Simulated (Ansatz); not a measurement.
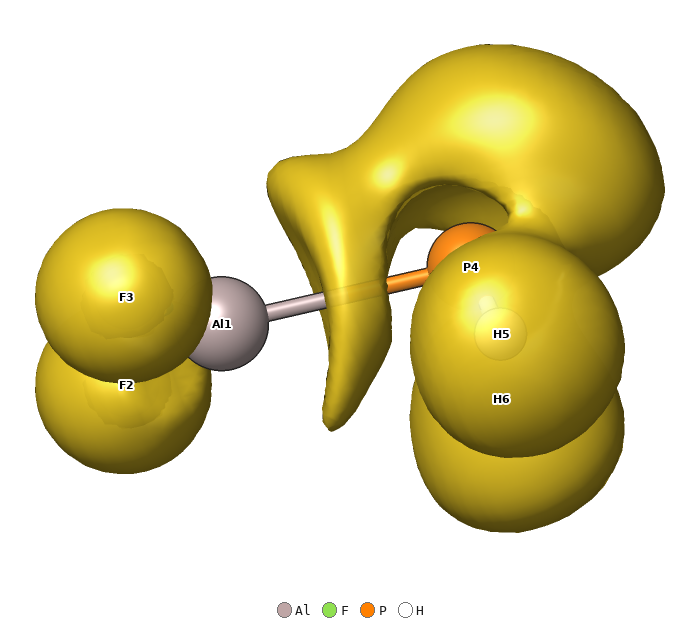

The picture shows: AlF₂H₂P (SMILES [F][Al]([F])[PH2]). Isosurface of the electron localisation function at 0.75 (yellow), seen from one side. Core shells and regions of very low density are left out.

Geometry: PBE0-D3(BJ)/def2-SVP.

The calculation used Ansatz, isolated molecule in a Gaussian basis; Kohn-Sham density functional theory, functional PBE0.

```xyz
6

Al   -0.3196   -0.0226    0.5646
F    -1.0561   -0.9109    1.7539
F     0.5530    1.3030    1.0417
P    -0.5940   -0.5389   -1.6592
H     0.7877   -0.2912   -1.9305
H    -0.4052   -1.9325   -1.4021
```

### Where are the electrons localised?

The surface consists of two regions wrapped around F (the valence shell of each) and one joined region spread over several atoms (H, P), in which their bonds and any lone pairs are merged. Along the contacts the grid gives the following. Al–F (1.66 Å): the ELF peaks at about 0.85 in the valence shell of F, 0.6 Å from its nucleus, and is about 0.35 at the midpoint. Al–P (2.30 Å): the ELF peaks at about 0.95 between the atoms; a covalent bond.
